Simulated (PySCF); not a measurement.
Molecule: SMILES [CH3][Ge]([CH3])([CH3])[CH2][Si](F)(F)F, singlet. Atoms near the plane z = 0.8 Å, at the GFN2-xTB optimised geometry (x, y, z in Å): Si1 (1.5, -1.6, 0.0), F3 (3.1, -1.6, 0.0), F4 (1.2, -2.5, 1.2), C5 (0.7, 0.1, 0.0), Ge6 (-1.3, 0.0, 0.3), C9 (-2.0, 1.8, 0.1), H11 (1.2, 0.7, 0.8), H18 (-1.5, 2.5, 0.8), H20 (-3.1, 1.8, 0.3).

Computed with PBE0/def2-SVP run with PySCF. The values are rescaled to run from 0 to 1.

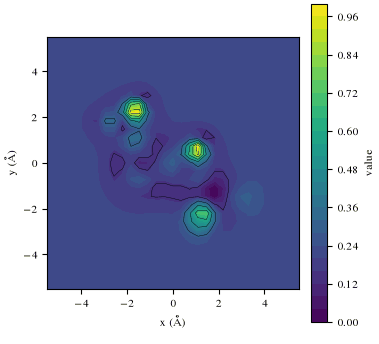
*a field on the plane z = 0.8 Å.*

Problem. Which quantity is mapped?
(A) electron localisation function
(B) an orbital amplitude
(C) deformation density (molecule minus spherical neutral atoms)
(D) log10 of the electron density

Solution. C, deformation density (molecule minus spherical neutral atoms). In full: deformation density (molecule minus spherical neutral atoms) (e/bohr³).
